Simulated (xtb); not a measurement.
**Run report: C$_{3}$H$_{4}$Se, geometry relaxation (part 3 of 3)**

Continued. System: C$_{3}$H$_{4}$Se. Method: GFN2-xTB (xtb 6.7.1 later snapshot).  The settings are looser than a standard set-up, so the numbers are not reference values.

Geometry of the input (Å):
```
C  -0.4861  1.7152  -0.4405
C  0.0229  0.4921  0.0166
C  0.3616  -0.6364  0.3643
Se 0.0918  -2.2210  -0.6554
H  -1.4158  2.0688  -0.1170
H  0.2037  2.3652  -1.0500
H  0.8181  -0.7770  1.2724
H  0.3746  -3.0458  0.4613
```

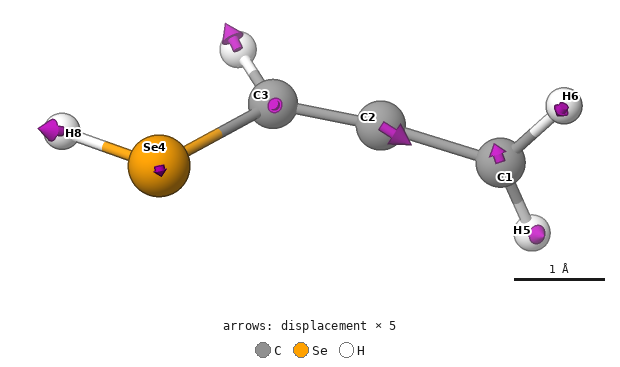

Figure 1. The starting structure with the displacements as pink arrows, magnified 5 times (ball-and-stick view, seen at a tilt). The two geometries are laid on each other by the best rigid fit. The largest move after the best rigid fit is that of C2, 0.083 Å. Largest moves by element: C 0.083 Å, H 0.071 Å, Se 0.026 Å. Among the contacts that change: C1–C2 1.401 → 1.295 Å, C2–C3 1.228 → 1.295 Å, C3–H7 1.026 → 1.079 Å, C1–H6 1.127 → 1.078 Å. Among the angles that change: C2–C1–H6 117.2° → 122.0°, H5–C1–H6 121.1° → 116.5°, C1–C2–C3 173.8° → 177.6°. After 7 geometry steps the energy has fallen by 59.9 kJ/mol. (Atoms are counted from 1 in the order of the input.)

Results in brief

| quantity | value |
| --- | --- |
| outcome | converged |
| electrons treated | 22 |
| total energy | −11.546142 hartree |
| dispersion energy | −0.004196 hartree |
| basis functions | 26 |
| HOMO | −9.96 eV |
| LUMO | −6.51 eV |
| dipole moment | 1.73 D |
| hardware | 1 thread of Arm Neoverse V1, 24 GiB of memory available, shared host |
| peak memory | 0.073 GiB |

Notes

Settings chosen away from the usual ones: method = gfn2-xtb; task = optimise; opt_level = sloppy; x = {}; partner = base. These settings are looser than, or depart from, a standard set-up, so the numbers are not reference values for this system.
